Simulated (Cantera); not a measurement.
A closed system holds: 1 mol BCl3, a varied amount of O2, 74 mol H2, at 1100 °C and 4400 Pa.

These are equilibrium values from Cantera (NASA tables, ideal gas, pure condensed phases), not measurements of a reactor. Candidate condensed phases: B, B2O3, B3O3H3, H2O; 33 gas species. Mutual solubility and eutectic melting of coexisting phases are not modelled. The tables' values for BOCl are old estimates; treat these amounts as uncertain. Gases not in the tables: H3BO3, BHCl2. The numbers say what is thermodynamically allowed, not how fast it happens.

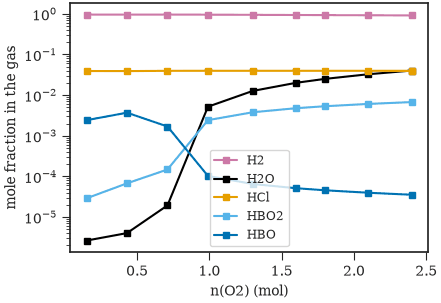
Equilibrium gas composition (values under 1e-9 drawn at 1e-9)

**Question.** Read off the mole fractions at 2.4 mol O2.

**Answer.** H2 about 0.91, H2O about 0.040, HCl about 0.040, HBO2 about 0.0067, HBO about 3.5e-5.
